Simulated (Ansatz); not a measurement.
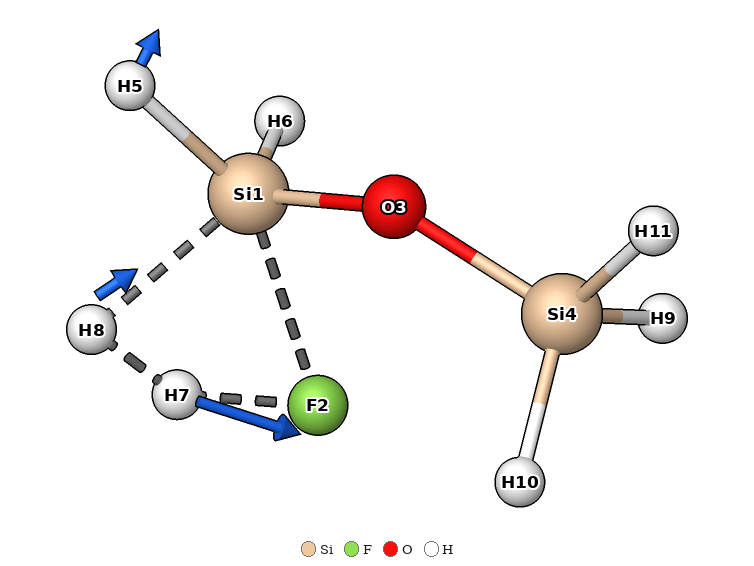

The arrows show one normal mode. Broken sticks mark bonds that form or break. Harmonic vibrations computed with RKS PBE0-D4/def2-TZVP (Ansatz 0.2.0) at a stationary point of the same level. It is a saddle point of order 1.

Estimate its harmonic wavenumber.

1073i cm⁻¹; it is mode 1 of 27 counted from the lowest. It is the reaction coordinate: Si1–H8 forms (1.70 Å), F2–H7 forms (1.21 Å), Si1–F2 breaks (1.98 Å), H7–H8 breaks (0.97 Å), or the reverse.
